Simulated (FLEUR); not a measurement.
# KNi2S2: parallel and opposed starts

Does KNi2S2 prefer parallel or opposed moments?

Program: FLEUR MaX-R8.1. Level of theory: LDA (VWN); all-electron FLAPW, Dirac cores, scalar-relativistic bands. Results are calculated unless marked as measured.

## (1) The structure

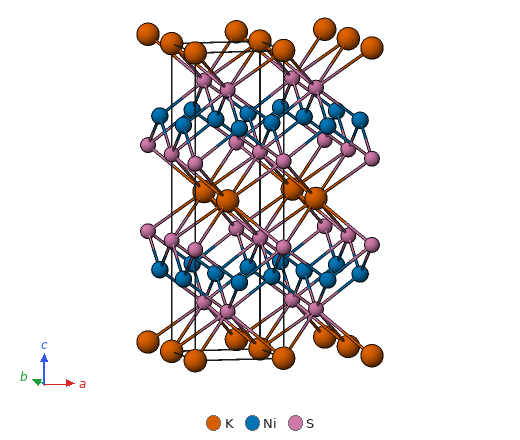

The cell as given, slightly off an axis (potassium orange, nickel blue, sulfur pink). 2×2×1 cells are drawn. This picture shows the conventional cell, with its axes. Some periodic images of atoms are drawn too.

As a file:

```xyz
5
Lattice="-1.8955 1.8955 6.4145 1.8955 -1.8955 6.4145 1.8955 1.8955 -6.4145" Properties=species:S:1:pos:R:3 pbc="T T T"
K     0.0000    0.0000    0.0000
Ni    0.0000    1.8955    3.2073
Ni    1.8955    0.0000    3.2073
S     0.0000    0.0000    4.6184
S     0.0000    0.0000    8.2106
```

The settings of this session are cheaper than careful work needs (see the inputs), so it shows what such settings give, not the properties of the crystal.

## (2) Start 1: ferro ++

The parallel start is the test of whether parallel moments hold.

inpgen writes inp.xml from crystal.txt; cutoffs, mixing, functional, smearing and local orbitals are then set in the file. The k list default-1 (kpts.xml, not shown) is a Γ-centred 4×4×4 mesh; where the ranks do not divide the number of points, some are split in two of half the weight.

inp.xml

```
<?xml version="1.0" encoding="UTF-8" standalone="no"?>
<fleurInput fleurInputVersion="0.39">
   <comment>
      KNi2S2
   </comment>
   <calculationSetup>
      <cutoffs Kmax="4.36" Gmax="13.1" GmaxXC="13.1" numbands="0"/>
      <scfLoop itmax="90" minDistance="0.00002" maxIterBroyd="15" imix="Anderson" alpha="0.02" precondParam="0.0" spinf="2.0" sdNocoIR="T"/>
      <coreElectrons ctail="T" frcor="F" kcrel="0" coretail_lmax="0"/>
      <xcFunctional name="vwn" relativisticCorrections="F"/>
      <magnetism jspins="2"/>
      <soc l_soc="F" theta="0.0" phi="0.0" spav="F"/>
      <expertModes spex="0" secvar="F"/>
      <geometryOptimization l_f="F" forcealpha="1.0" forcemix="BFGS" epsdisp="0.00001" epsforce="0.00001"/>
      <ldaU l_linMix="F" mixParam="0.05" spinf="1.0"/>
   </calculationSetup>
   <cell>
      <bzIntegration valenceElectrons="57.0" mode="hist" fermiSmearingEnergy="0.00073499">
         <kPointListSelection listName="default-1"/>
         <xi:include xmlns:xi="http://www.w3.org/2001/XInclude" href="kpts.xml"> </xi:include>
      </bzIntegration>
      <xi:include xmlns:xi="http://www.w3.org/2001/XInclude" href="sym.xml"> </xi:include>
      <bulkLattice scale="1.0">
         <bravaisMatrix>
            <row-1>   -3.5819758691792996     3.5819758691792996    12.1216482262467000</row-1>
            <row-2>    3.5819758691792996    -3.5819758691792996    12.1216482262467000</row-2>
            <row-3>    3.5819758691792996     3.5819758691792996   -12.1216482262467000</row-3>
         </bravaisMatrix>
      </bulkLattice>
   </cell>
   <atomSpecies>
      <species name="Potassium (K)" element="K" atomicNumber="19">
         <mtSphere radius="2.8" gridPoints="925" logIncrement="0.013"/>
         <atomicCutoffs lmax="10" lnonsphr="8"/>
         <electronConfig flipSpins="F">
            <coreConfig>(1s1/2) (2s1/2) (2p1/2) (2p3/2)</coreConfig>
            <valenceConfig>(3s1/2) (3p1/2) (3p3/2) (4s1/2)</valenceConfig>
            <stateOccupation state="(4s1/2)" spinUp="0.500000" spinDown="0.500000"/>
         </electronConfig>
         <energyParameters s="4" p="4" d="3" f="4"/>
         <lo type="SCLO" l="0" n="3" eDeriv="0"/>
         <lo type="SCLO" l="1" n="3" eDeriv="0"/>
      </species>
      <species name="Nickel (Ni2.001" element="Ni" atomicNumber="28">
         <mtSphere radius="2.47" gridPoints="817" logIncrement="0.015"/>
         <atomicCutoffs lmax="10" lnonsphr="8"/>
         <electronConfig flipSpins="F">
            <coreConfig>(1s1/2) (2s1/2) (2p1/2) (2p3/2)</coreConfig>
            <valenceConfig>(3s1/2) (3p1/2) (3p3/2) (4s1/2) (3d3/2) (3d5/2)</valenceConfig>
            <stateOccupation state="(3d3/2)" spinUp="2.0" spinDown="1.2"/>
            <stateOccupation state="(3d5/2)" spinUp="3.0" spinDown="1.8"/>
         </electronConfig>
         <energyParameters s="4" p="4" d="3" f="4"/>
         <lo type="SCLO" l="0" n="3" eDeriv="0"/>
         <lo type="SCLO" l="1" n="3" eDeriv="0"/>
      </species>
      <species name="Sulfur (S)" element="S" atomicNumber="16">
         <mtSphere radius="1.72" gridPoints="569" logIncrement="0.02"/>
         <atomicCutoffs lmax="6" lnonsphr="4"/>
         <electronConfig flipSpins="F">
            <coreConfig>(1s1/2) (2s1/2) (2p1/2) (2p3/2)</coreConfig>
            <valenceConfig>(3s1/2) (3p1/2) (3p3/2)</valenceConfig>
            <stateOccupation state="(3p1/2)" spinUp="0.666667" spinDown="0.666667"/>
            <stateOccupation state="(3p3/2)" spinUp="1.333333" spinDown="1.333333"/>
         </electronConfig>
         <energyParameters s="3" p="3" d="3" f="4"/>
      </species>
   </atomSpecies>
   <atomGroups>
      <atomGroup species="Potassium (K)">
         <relPos label="                   1">.0000000000 .0000000000 .0000000000</relPos>
         <force calculate="T" relaxXYZ="TTT"/>
      </atomGroup>
      <atomGroup species="Nickel (Ni2.001">
         <relPos label="                   2">-1.000/4.000 1.000/4.000 1.000/2.000</relPos>
         <relPos label="                   3">1.000/4.000 -1.000/4.000 1.000/2.000</relPos>
         <force calculate="T" relaxXYZ="TTT"/>
      </atomGroup>
      <atomGroup species="Sulfur (S)">
         <relPos label="                   4">9.000/25.000 9.000/25.000 .0000000000</relPos>
         <relPos label="                   5">-9.000/25.000 -9.000/25.000 .0000000000</relPos>
         <force calculate="T" relaxXYZ="TTT"/>
      </atomGroup>
   </atomGroups>
   <output dos="F" band="F" slice="F">
      <bandDOS minEnergy="-.5*Htr" maxEnergy="0.5*Htr" sigma="0.015" storeEVData="T"/>
      <plotting iplot="0" polar="F">
         <plot TwoD="T" vec1="  1.0  0.0  0.0" vec2="  0.0  1.0  0.0" vec3="  0.0  0.0  1.0" zero="  0.0  0.0  0.0" file="plot"/>
      </plotting>
      <moessbauerParams electricFieldGradient="F" isomerShift="F" coreHyperfine="F" valenceHyperfine="F"/>
   </output>
</fleurInput>
```

crystal.txt

```
KNi2S2
&input film=F cartesian=F /
-1.89550000000  1.89550000000  6.41450000000
1.89550000000  -1.89550000000  6.41450000000
1.89550000000  1.89550000000  -6.41450000000
1.8897261246
1.0 1.0 1.0

5
19 0.00000000000  0.00000000000  0.00000000000
28 0.75000000000  0.25000000000  0.50000000000 : 2.001
28 0.25000000000  0.75000000000  0.50000000000 : 2.001
16 0.36000000000  0.36000000000  0.00000000000
16 0.64000000000  0.64000000000  0.00000000000

&kpt div1=4 div2=4 div3=4 gamma=T /
```

Launch:

```sh
> OMP_NUM_THREADS=1 inpgen -f crystal.txt > inpgen.log  # inp.xml is then edited as shown
> OMP_NUM_THREADS=1 mpirun -n 2 fleur_MPI > fleur.log
```

The log of the run:

```text
Welcome to FLEUR        (www.flapw.de)
      MaX-Release 8.1          (www.max-centre.eu)

 ========== k-point set info ==========
 Selected k-point list: default-1
 k-point list type: mesh
 0 x 0 x 0
 Number of k points: 14

 ------------Calculation Setup---------------------------
 Number of MPI-tasks      :            2
 Number of PE/node        :            2
 Number of OMP-threads    :            1
 k-points in parallel     :            2
 pe's per k-point         :            1
 No of k-point loops      :            7
 Eigenvalue solver        :       lapack
 Number of basis functions:          910
 Approximate size of matrices (H+S) per k-point:         0.012 GB
 --------------------------------------------------------
 Iteration:     1   Distance:      23.92871116 me/bohr^3
 Iteration:     2   Distance:      22.67781621 me/bohr^3
 Iteration:     3   Distance:      10.48610524 me/bohr^3
 Iteration:     4   Distance:      13.35284523 me/bohr^3
 Iteration:     5   Distance:      12.74689985 me/bohr^3
 Iteration:     6   Distance:       5.05113914 me/bohr^3
 Iteration:     7   Distance:       7.75715242 me/bohr^3
 Iteration:     8   Distance:       3.73275740 me/bohr^3
 Iteration:     9   Distance:       3.43600674 me/bohr^3
 Iteration:    10   Distance:       2.64747689 me/bohr^3
 Iteration:    11   Distance:       1.25369671 me/bohr^3
 Iteration:    12   Distance:       1.72513683 me/bohr^3
 Iteration:    13   Distance:       0.54808227 me/bohr^3
 Iteration:    14   Distance:       0.84854016 me/bohr^3
 Iteration:    15   Distance:       0.04390337 me/bohr^3
 Iteration:    16   Distance:       0.04590742 me/bohr^3
 Iteration:    17   Distance:       0.04586249 me/bohr^3
 Iteration:    18   Distance:       0.04497695 me/bohr^3
 Iteration:    19   Distance:       0.01618059 me/bohr^3
 Iteration:    20   Distance:       0.01491574 me/bohr^3
 Iteration:    21   Distance:       0.00338387 me/bohr^3
 Iteration:    22   Distance:       0.00309599 me/bohr^3
 Iteration:    23   Distance:       0.00163876 me/bohr^3
 Iteration:    24   Distance:       0.00051037 me/bohr^3
 Iteration:    25   Distance:       0.00060059 me/bohr^3
 Iteration:    26   Distance:       0.00010098 me/bohr^3
 Iteration:    27   Distance:       0.00003117 me/bohr^3
 Iteration:    28   Distance:       0.00003128 me/bohr^3
 Iteration:    29   Distance:       0.00000776 me/bohr^3

 ********************************************************************
 Run finished successfully
 Stop message:
   all done
 ********************************************************************

--- out.xml (last complete iteration) ---
<iteration numberForCurrentRun="   29" overallNumber="   29">
         [... left out ...]
         <bandgap value="0.0041045641" units="eV"/>
         <sumValenceSingleParticleEnergies value="-40.8006896419" units="Htr"/>
         <FermiEnergy value="0.2121714927" units="Htr"/>
         <valenceDensity>
            <mtCharges spin="1">
               <mtCharge atomType="1" total="4.0043982" s="1.0161836" p="2.9289697" d="0.0509998" f="0.0067000"/>
               <mtCharge atomType="2" total="9.1710188" s="1.2185146" p="3.2605239" d="4.6633620" f="0.0211890"/>
               <mtCharge atomType="3" total="1.4975809" s="0.5407821" p="0.9377740" d="0.0178042" f="0.0010545"/>
            </mtCharges>
            <mtCharges spin="2">
               <mtCharge atomType="1" total="3.9916078" s="1.0125936" p="2.9258516" d="0.0460938" f="0.0058012"/>
               <mtCharge atomType="2" total="8.3009147" s="1.2159268" p="3.2477234" d="3.8112971" f="0.0191775"/>
               <mtCharge atomType="3" total="1.3696383" s="0.5364369" p="0.8133127" d="0.0186177" f="0.0011183"/>
            </mtCharges>
            <spinDependentCharge spin="1" total="29.6171203" interstitial="4.2755228" mtSpheres="25.3415975"/>
            <spinDependentCharge spin="2" total="27.3828797" interstitial="4.0501658" mtSpheres="23.3327139"/>
            <totalCharge value="57.0000000000"/>
         </valenceDensity>
         [... left out ...]
         <allElectronCharges>
            <spinDependentCharge spin="1" total="54.6171202" interstitial="4.2771980" mtSpheres="50.3399222"/>
            <spinDependentCharge spin="2" total="52.3828797" interstitial="4.0518318" mtSpheres="48.3310479"/>
            <totalCharge value="106.9999999843"/>
         </allElectronCharges>
         <magneticMomentsInMTSpheres units="muBohr">
            <globalMagMoment atomType="1" vec="0.00000   0.00000   0.01279"/>
            <localMagMoment atomType="1" vec="0.00000   0.00000   0.01279"/>
            <globalMagMoment atomType="2" vec="0.00000   0.00000   0.87010"/>
            <localMagMoment atomType="2" vec="0.00000   0.00000   0.87010"/>
            <globalMagMoment atomType="3" vec="0.00000   0.00000   0.12794"/>
            <localMagMoment atomType="3" vec="0.00000   0.00000   0.12794"/>
         </magneticMomentsInMTSpheres>
         <moessbauerParams unitsHFF="kG" unitsIS="e/bohr^3" unitsEFG="Htr/bohr^2">
         </moessbauerParams>
         <totalEnergy value="    -4433.5571125542" units="Htr">
            <sumOfEigenvalues value="    -2536.6388466734">
               <coreElectrons value="-2495.8381570315"/>
               <valenceElectrons value="-40.8006896419"/>
            </sumOfEigenvalues>
            <densityCoulombPotentialIntegral value="-6754.4820963971"/>
            <densityEffectivePotentialIntegral value="-7023.0567068106"/>
            <chargeDenXCDenIntegral value="-202.9819810207"/>
            <FockExchangeEnergyValence value="0.0000000000"/>
            <FockExchangeEnergyCore value="0.0000000000"/>
            <atomTypeDependentContributions atomType="1">
               <electronNucleiInteractionDifferentMTs value="713.6893388459"/>
               <MadelungTerm value="-5.8789527097"/>
            </atomTypeDependentContributions>
            <atomTypeDependentContributions atomType="2">
               <electronNucleiInteractionDifferentMTs value="3650.8552299679"/>
               <MadelungTerm value="-12.6712426015"/>
            </atomTypeDependentContributions>
            <atomTypeDependentContributions atomType="3">
               <electronNucleiInteractionDifferentMTs value="929.2097848344"/>
               <MadelungTerm value="-27.4473945127"/>
            </atomTypeDependentContributions>
            <tkbTimesEntropy value="0.0002146779"/>
            <freeEnergy value="-4433.5573272321"/>
            <extrapolationTo0K value="-4433.5572198931"/>
         </totalEnergy>
         <densityConvergence units="me/bohr^3">
            <chargeDensity spin="1" distance="0.0000019792"/>
            <chargeDensity spin="2" distance="0.0000069518"/>
            <overallChargeDensity distance="0.0000066490"/>
            <spinDensity distance="0.0000077640"/>
         </densityConvergence>
      </iteration>
```

The job ended after 2.5 min (2 MPI ranks of Arm Neoverse V2, shared host; peak memory 0.24 GiB; 5 min of CPU time).

Spin moment in the muffin-tin sphere by atom:

```
atom  spin moment in the muffin-tin sphere (μB)
  K1                                      0.013
 Ni2                                      0.870
 Ni3                                      0.870
  S4                                      0.128
  S5                                      0.128
```

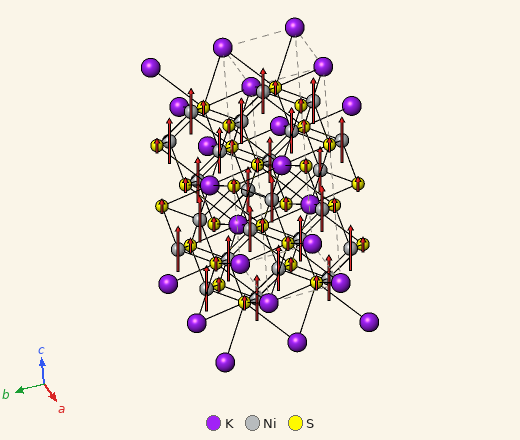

Spin moment in the muffin-tin sphere as arrows, the longest 0.870 μB. Up and down stand for the sign. Arrows give size and sign along the axis of quantisation, drawn up and down the page. Each arrow also spans its atom, so small moments look longer than they are. 2×2×1 conventional cells are drawn. Some periodic images of atoms are drawn too.

Numbers from this step:

```yaml
free_energy: -120643.2409 eV
program_s_band_gap_on_this_mesh_in_a_metal_only_a_level_spacing: 0.004105 eV
magnetization: 2.234 μB
final_state: ferromagnetic
```

After 29 cycles the largest moment stands at 0.870 μB.

(Continued in part 2 of 3.)

[Logs and program files are shortened in this print: banners, set-up blocks, solver, clock and traceback lines can be left out without a mark of their own.]

[Logs are printed without paths, hosts, clocks, repeated set-up lines and the standing remarks that a program may print on its own settings, such as how far it seeks lower states.]

[Hosts, paths, dates, database ids (printed as entryN), source tags and the programs' standing remarks are cut or masked in the printed files.]

[Where a cell is said to come from a database of computed structures, the database is the Materials Project.]
